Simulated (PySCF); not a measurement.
**CH₄BF₂OP: electronic excitations and core binding energies**

Aim: predict the electronic excitations and core binding energies of CH₄BF₂OP (`FC(F)OBP`).

Programs: PySCF 2.14.0, with density-fitted response routines of our own. Each step states its level of theory. These are calculated values for one molecule in the gas phase, unless marked as measured. Atoms are numbered from 0 throughout.

## Step 1: Starting geometry

10 atoms, charge 0, multiplicity 1; geometry from: GFN2-xTB.

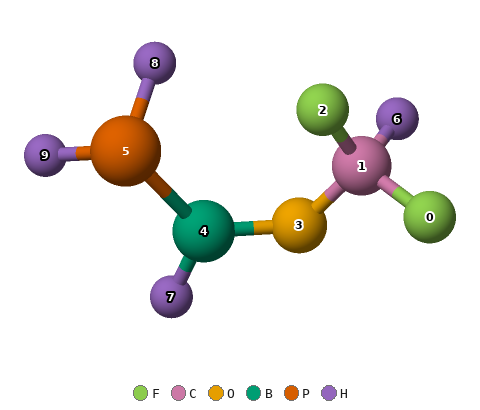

The starting geometry (fluorine green, carbon pink, oxygen amber, boron teal, phosphorus orange, hydrogen purple), atoms numbered; sticks join atoms by distance.

## Step 2: Excited states and response: PBE0/def2-SVPD

Job settings and geometry (Å):

```
{"job": {"kind": "uv", "xc": "PBE0", "basis": "def2-SVPD", "nstates": 8, "ntriplets": 3}, "charge": 0, "multiplicity": 1}
F     -2.536008    -0.546076     0.604282
C     -1.335809     0.040650     0.787974
F     -1.298580     1.068516    -0.093612
O     -0.367434    -0.867052     0.600214
B      0.695015    -0.845497    -0.226110
P      1.168635     0.564227    -1.407936
H     -1.319146     0.466882     1.808632
H      1.290523    -1.853997    -0.222250
H      1.177568     1.616005    -0.514902
H      2.534118     0.360997    -1.358818
```

With the program's defaults for keys left out, this is: TDDFT PBE0/def2-SVPD, vertical, gas phase, core orbitals frozen in the response.

Started as:

```console
$ OMP_NUM_THREADS=1 python probes_run.py task.json out
```

The driver reads the jobs from task.json and runs them one after another.

The log of the run:

```text
coarse grid: 9536 points
cycle   1  E = -680.6388763413  dE =  8.301e-01  |g| = 7.927e-01  |ddm| = 3.902e+00
cycle   2  E = -680.5421055696  dE =  9.677e-02  |g| = 1.116e+00  |ddm| = 1.593e+00
cycle   3  E = -680.7505915403  dE = -2.085e-01  |g| = 4.803e-02  |ddm| = 9.360e-01
cycle   4  E = -680.7508778949  dE = -2.864e-04  |g| = 3.258e-02  |ddm| = 9.376e-02
cycle   5  E = -680.7510876067  dE = -2.097e-04  |g| = 9.163e-03  |ddm| = 3.544e-02
cycle   6  E = -680.7511012630  dE = -1.366e-05  |g| = 1.947e-03  |ddm| = 8.852e-03
cycle   7  E = -680.7511019713  dE = -7.083e-07  |g| = 2.726e-04  |ddm| = 2.226e-03
final grid: 90248 points
cycle   8  E = -680.8387313066  dE = -3.020e-05  |g| = 7.329e-03  |ddm| = 6.970e-02
cycle   9  E = -680.8387243986  dE =  6.908e-06  |g| = 9.812e-03  |ddm| = 1.603e-02
cycle  10  E = -680.8387416491  dE = -1.725e-05  |g| = 6.024e-04  |ddm| = 8.763e-03
cycle  11  E = -680.8387417279  dE = -7.884e-08  |g| = 2.508e-04  |ddm| = 1.135e-03
cycle  12  E = -680.8387417411  dE = -1.318e-08  |g| = 8.312e-05  |ddm| = 3.192e-04
cycle  13  E = -680.8387417422  dE = -1.112e-09  |g| = 1.895e-05  |ddm| = 8.311e-05
cycle  14  E = -680.8387417423  dE = -9.209e-11  |g| = 3.829e-06  |ddm| = 3.591e-05
converged SCF energy = -680.8387417423

Static polarisability (au): isotropic 59.316, principal 49.353 58.028 70.567

Singlet excitations
state   eV       nm        f      main configurations
  1   5.3145    233.3   0.06543   H->L 0.92
  2   6.7239    184.4   0.04115   H-1->L 0.89
  3   6.7961    182.4   0.06584   H->L+1 0.96
  4   7.0948    174.8   0.05402   H->L+2 0.90
  5   7.8157    158.6   0.07310   H->L+3 0.51, H->L+5 0.39
  6   7.9435    156.1   0.10709   H->L+5 0.33, H->L+3 0.29, H->L+4 0.26
  7   8.1047    153.0   0.02466   H->L+4 0.69, H->L+5 0.11, H->L+3 0.10
  8   8.1778    151.6   0.02618   H-2->L 0.80, H->L+5 0.10

Triplet excitations (Tamm-Dancoff, eV): 4.2567 5.9636 6.1343
```

It took 20 s on 1 thread of Arm Neoverse V1, shared host; peak memory 0.69 GiB.

Frontier orbitals and where they lie:

| orbital | eV | atoms |
| --- | --- | --- |
| HOMO−3 | -11.01 | O3 27 %, P5 13 %, C1 12 % |
| HOMO−2 | -10.65 | P5 29 %, H9 18 %, H8 10 % |
| HOMO−1 | -9.43 | P5 31 %, B4 23 %, O3 17 % |
| HOMO | -7.57 | P5 61 %, B4 16 %, H9 7 % |
| LUMO | -1.11 | B4 44 %, P5 21 %, O3 17 % |
| LUMO+1 | 0.31 | B4 45 %, P5 13 %, C1 8 % |
| LUMO+2 | 0.91 | P5 41 %, B4 14 %, H9 14 % |

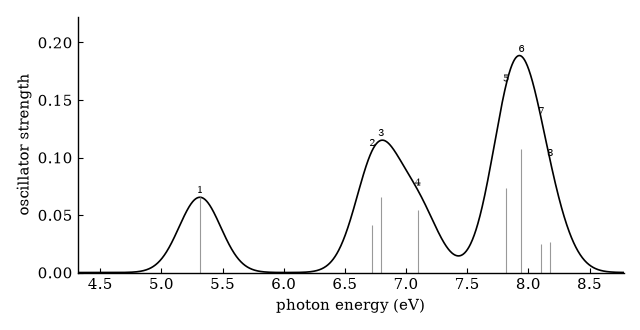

Absorption spectrum from the 8 singlet states computed; above the last one it falls off for lack of states. Lines are broadened to a width of 0.40 eV (Gaussian).

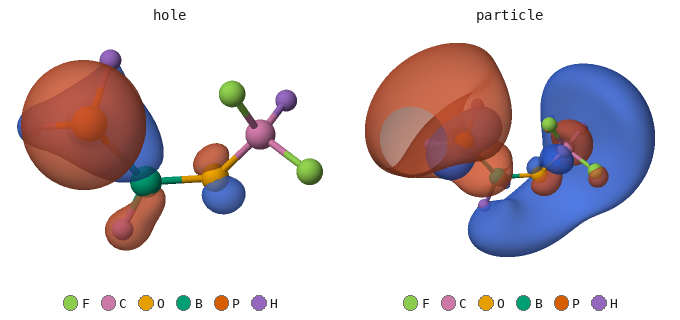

Leading natural transition orbitals of singlet state 6: the electron leaves the hole (left) for the particle orbital (right).

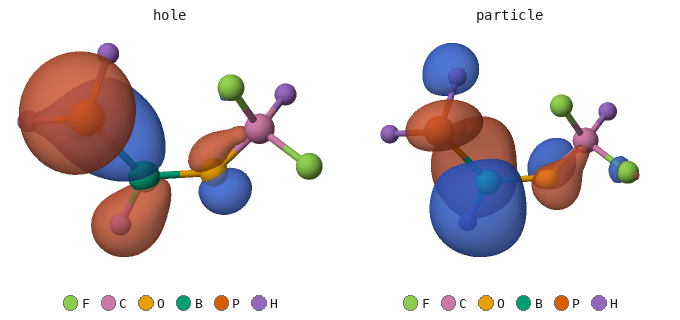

Leading natural transition orbitals of singlet state 1: the electron leaves the hole (left) for the particle orbital (right).

Ground-state properties from the same run:

| property | computed |
| --- | --- |
| dipole moment (D) | 2.03 |
| polarisability (Å³) | 8.79 |
| HOMO–LUMO gap (eV) | 6.46 |
| −ε(HOMO) (eV) | 7.57 |

The fields below are evaluated on a grid from the run's orbitals.

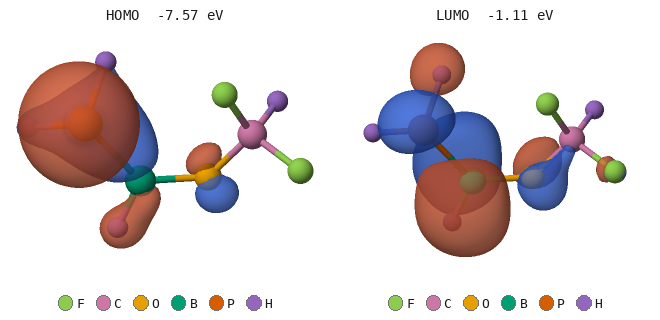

Frontier orbitals at PBE0/def2-SVPD; each surface holds 70 % of the orbital's density, blue and red mark the sign.

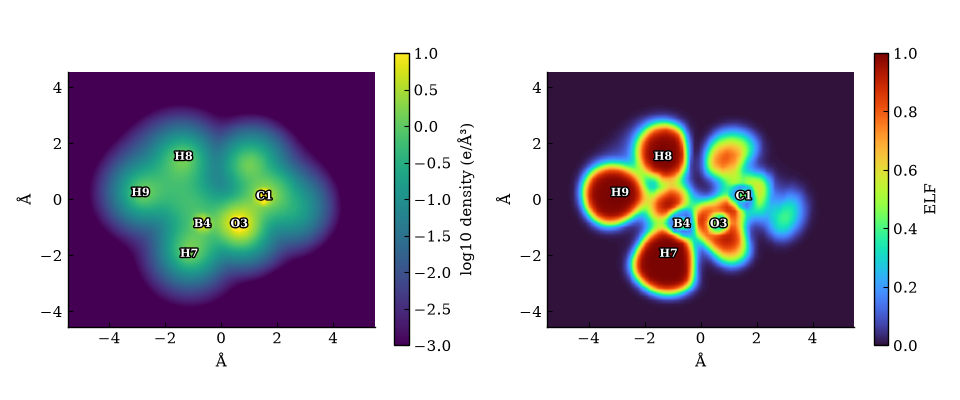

Density (left) and ELF (right) in a plane through or near 6 of the atoms.

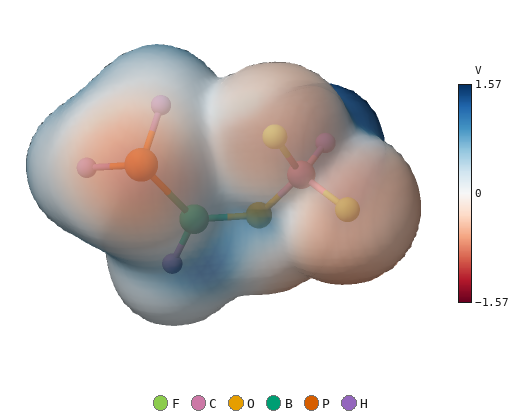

Electrostatic potential on the surface of density 0.002 e/bohr³; red is low, blue high. It runs from -0.68 V near P5 to 1.57 V near H6.

## Step 3: X-ray photoelectron lines: SCAN, X2C

Settings changed since step 2:

```diff
@@ -1,2 +1,2 @@
-{"job": {"kind": "uv", "xc": "PBE0", "basis": "def2-SVPD", "nstates": 8, "ntriplets": 3}, "charge": 0, "multiplicity": 1}
+{"job": {"kind": "xps"}, "charge": 0, "multiplicity": 1}
 F     -2.536008    -0.546076     0.604282
```

Method: delta-SCF UKS SCAN, pcX-2 on the ionised atom, pcseg-1 elsewhere, spin-free X2C.

The log of the run:

```text
ground state, core basis on atom 0 (F), 139 functions
  cycle   1  E = -682.41219136  |g| = 8.47e-01
  cycle   2  E = -682.21335389  |g| = 1.42e+00
  cycle   3  E = -682.52838592  |g| = 8.40e-02
  cycle   4  E = -682.52941018  |g| = 5.39e-02
  cycle   5  E = -682.52994188  |g| = 1.54e-02
  cycle   6  E = -682.52997970  |g| = 4.78e-03
  cycle   7  E = -682.52998446  |g| = 1.70e-03
  cycle   8  E = -682.52998594  |g| = 7.83e-04
  cycle   9  E = -682.52998299  |g| = 1.34e-04
  E(ground) = -682.55314509 Eh
hole in F 1s of atom 0
  cycle   1  E = -656.14538408  |g| = 2.58e+00
  cycle   2  E = -654.48369240  |g| = 2.56e+00
  cycle   3  E = -656.41028912  |g| = 1.06e+00
  cycle   4  E = -656.97825822  |g| = 3.96e-01
  cycle   5  E = -656.99882569  |g| = 2.91e-01
  cycle   6  E = -657.02757114  |g| = 7.18e-02
  cycle   7  E = -657.02950998  |g| = 1.41e-02
  cycle   8  E = -657.02962453  |g| = 6.83e-03
  cycle   9  E = -657.02965771  |g| = 1.23e-03
  cycle  10  E = -657.02965988  |g| = 4.30e-04
  E(ion) = -657.06040162 Eh   <S^2> = 0.7571   hole on atom = 1.000   binding energy = 693.693 eV
ground state, core basis on atom 1 (C), 139 functions
  cycle   1  E = -682.49410891  |g| = 1.05e-01
  cycle   2  E = -682.49171156  |g| = 1.51e-01
  cycle   3  E = -682.49522750  |g| = 1.86e-02
  cycle   4  E = -682.49527026  |g| = 8.55e-03
  cycle   5  E = -682.49528334  |g| = 1.21e-03
  cycle   6  E = -682.49528468  |g| = 4.48e-04
  E(ground) = -682.51571577 Eh
hole in C 1s of atom 1
  cycle   1  E = -671.01609053  |g| = 1.50e+00
  cycle   2  E = -662.35845203  |g| = 3.87e+00
  cycle   3  E = -671.18052504  |g| = 8.67e-01
  cycle   4  E = -671.43220087  |g| = 5.96e-01
  cycle   5  E = -671.53812409  |g| = 1.53e-01
  cycle   6  E = -671.54699314  |g| = 5.34e-02
  cycle   7  E = -671.54796008  |g| = 2.73e-02
  cycle   8  E = -671.54819745  |g| = 7.14e-03
  cycle   9  E = -671.54822404  |g| = 3.22e-03
  cycle  10  E = -671.54823021  |g| = 1.97e-03
  cycle  11  E = -671.54823228  |g| = 1.08e-03
  cycle  12  E = -671.54823308  |g| = 5.12e-04
  cycle  13  E = -671.54823290  |g| = 2.01e-04
  E(ion) = -671.57082499 Eh   <S^2> = 0.7746   hole on atom = 1.000   binding energy = 297.826 eV
ground state, core basis on atom 3 (O), 139 functions
  cycle   1  E = -682.51540801  |g| = 1.04e-01
  cycle   2  E = -682.51401739  |g| = 1.03e-01
  cycle   3  E = -682.51534899  |g| = 5.60e-02
  cycle   4  E = -682.51589018  |g| = 4.50e-03
  cycle   5  E = -682.51589237  |g| = 1.33e-03
  cycle   6  E = -682.51589665  |g| = 2.44e-04
  E(ground) = -682.53422792 Eh
hole in O 1s of atom 3
  cycle   1  E = -661.84381647  |g| = 2.23e+00
  cycle   2  E = -660.76677517  |g| = 2.46e+00
  cycle   3  E = -662.39712564  |g| = 7.19e-01
  cycle   4  E = -662.53094476  |g| = 4.92e-01
  cycle   5  E = -662.65869754  |g| = 7.56e-02
  cycle   6  E = -662.66087457  |g| = 4.11e-02
  cycle   7  E = -662.66190498  |g| = 1.14e-02
  cycle   8  E = -662.66195310  |g| = 3.14e-03
  cycle   9  E = -662.66195945  |g| = 1.32e-03
  cycle  10  E = -662.66195824  |g| = 9.45e-04
  cycle  11  E = -662.66195951  |g| = 3.65e-04
  E(ion) = -662.68255307 Eh   <S^2> = 0.7616   hole on atom = 1.000   binding energy = 540.192 eV
ground state, core basis on atom 4 (B), 139 functions
  cycle   1  E = -682.47881408  |g| = 1.08e-01
  cycle   2  E = -682.47469544  |g| = 1.78e-01
  cycle   3  E = -682.48054158  |g| = 1.73e-02
  cycle   4  E = -682.48056354  |g| = 1.31e-02
  cycle   5  E = -682.48060396  |g| = 9.95e-04
  cycle   6  E = -682.48060169  |g| = 3.42e-04
  E(ground) = -682.50296073 Eh
hole in B 1s of atom 4
  cycle   1  E = -674.82220463  |g| = 1.17e+00
  cycle   2  E = -673.28244290  |g| = 1.84e+00
  cycle   3  E = -675.02568686  |g| = 5.56e-01
  cycle   4  E = -675.13389428  |g| = 4.46e-01
  cycle   5  E = -675.23184921  |g| = 1.22e-01
  cycle   6  E = -675.23654455  |g| = 4.39e-02
  cycle   7  E = -675.23774759  |g| = 1.44e-02
  cycle   8  E = -675.23791768  |g| = 5.75e-03
  cycle   9  E = -675.23794475  |g| = 3.36e-03
  cycle  10  E = -675.23795920  |g| = 2.18e-03
  cycle  11  E = -675.23796688  |g| = 1.13e-03
  cycle  12  E = -675.23796702  |g| = 5.25e-04
  cycle  13  E = -675.23796629  |g| = 2.55e-04
  E(ion) = -675.26108455 Eh   <S^2> = 0.8187   hole on atom = 1.000   binding energy = 197.061 eV
ground state, core basis on atom 5 (P), 150 functions
  cycle   1  E = -682.59795857  |g| = 3.39e-01
  cycle   2  E = -682.59793104  |g| = 2.87e-02
  cycle   3  E = -682.59770694  |g| = 4.04e-02
  cycle   4  E = -682.59819698  |g| = 7.22e-03
  cycle   5  E = -682.59820659  |g| = 3.63e-03
  cycle   6  E = -682.59820767  |g| = 5.15e-04
  cycle   7  E = -682.59820935  |g| = 7.90e-05
  E(ground) = -682.58969833 Eh
hole in P 1s of atom 5
  cycle   1  E = -602.44737614  |g| = 4.72e+00
  cycle   2  E = -602.77957803  |g| = 2.09e+00
  cycle   3  E = -603.22392723  |g| = 8.44e-01
  cycle   4  E = -603.50556037  |g| = 4.38e-01
  cycle   5  E = -603.57337712  |g| = 1.90e-01
  cycle   6  E = -603.58697788  |g| = 3.98e-02
  cycle   7  E = -603.58757368  |g| = 1.66e-02
  cycle   8  E = -603.58769332  |g| = 4.53e-03
  cycle   9  E = -603.58769969  |g| = 1.81e-03
  cycle  10  E = -603.58770086  |g| = 5.87e-04
  cycle  11  E = -603.58770133  |g| = 1.29e-04
  E(ion) = -603.57934480 Eh   <S^2> = 0.7518   hole on atom = 1.000   binding energy = 2149.981 eV
hole in P 2p of atom 5
  cycle   1  E = -677.18238590  |g| = 1.38e+00
  cycle   2  E = -677.15225604  |g| = 1.12e+00
  cycle   3  E = -677.51142596  |g| = 3.38e-01
  cycle   4  E = -677.55171426  |g| = 1.83e-01
  cycle   5  E = -677.56276814  |g| = 5.54e-02
  cycle   6  E = -677.56401163  |g| = 1.86e-02
  cycle   7  E = -677.56411810  |g| = 7.22e-03
  cycle   8  E = -677.56413725  |g| = 2.52e-03
  cycle   9  E = -677.56413993  |g| = 6.55e-04
  cycle  10  E = -677.56414074  |g| = 4.55e-04
  E(ion) = -677.56539785 Eh   <S^2> = 0.7533   hole on atom = 1.002   binding energy = 136.718 eV
  2p3/2 = 136.486 eV   2p1/2 = 137.377 eV
```

Run time: 37 s. Hardware: 1 thread of Arm Neoverse V1, shared host; peak memory 0.46 GiB.

The holes in one table. −ε is the ground-state orbital energy:

| hole | stands for | environment | ΔSCF (eV; 2p as the shell's mean) | −ε (eV) | ⟨S²⟩ |
| --- | --- | --- | --- | --- | --- |
| F1s on F0 | F0, F2 | fluorine of a CF2 group | 693.69 | 667.6 | 0.757 |
| C1s on C1 | C1 | sp3 CH bonded to 2 F and O | 297.83 | 280.0 | 0.775 |
| O1s on O3 | O3 | oxygen bonded to C, B | 540.19 | 518.5 | 0.762 |
| B1s on B4 | B4 | boron bonded to O, P, H | 197.06 | 181.5 | 0.819 |
| P1s on P5 | P5 | phosphorus bonded to B, 2 H | 2149.98 | 2092.5 | 0.752 |
| P2p on P5 | P5 | phosphorus bonded to B, 2 H | 136.78 | 125.6 | 0.753 |

Each hole run stands for the others of its class of like atoms.

With the spin-orbit splitting: P5 2p3/2 136.49, 2p1/2 137.38 eV. The table gives each 2p level as the mean over the whole 2p shell (two parts 2p3/2, one part 2p1/2), which differs a little from the single hole in the log.

## Step 4: Outcome

| quantity | value |
| --- | --- |
| lowest singlet (PBE0/def2-SVPD) | 5.31 eV (233 nm), f = 0.065 |
| brightest single state of those computed | state 6, 7.94 eV, f = 0.107 |
| lowest triplet | 4.26 eV |
| surface potential, least and greatest | -0.68 V and 1.57 V |
| F1s binding energies, SCAN/pcX-2 | F0 693.69 eV |
| C1s binding energies, SCAN/pcX-2 | C1 297.83 eV |
| O1s binding energies, SCAN/pcX-2 | O3 540.19 eV |
| B1s binding energies, SCAN/pcX-2 | B4 197.06 eV |
| P1s binding energies, SCAN/pcX-2 | P5 2149.98 eV |
| P2p binding energies, SCAN/pcX-2 | P5 136.78 eV |

In words: The lowest singlet, at 5.31 eV, is HOMO→LUMO 0.92 and is bright; of the 8 states computed, the strongest absorption comes from state 6 at 7.94 eV. The lowest triplet lies 1.06 eV below the lowest singlet (triplets in Tamm-Dancoff, singlets in full TDDFT). States above −ε(HOMO) lie where TDDFT describes them poorly and they hang on the basis; the brightest is among them. By nearest atom (PBE0/def2-SVPD), the HOMO sits on P5 60 %; B4 12 % and the LUMO on B4 49 %; H7 15 %.
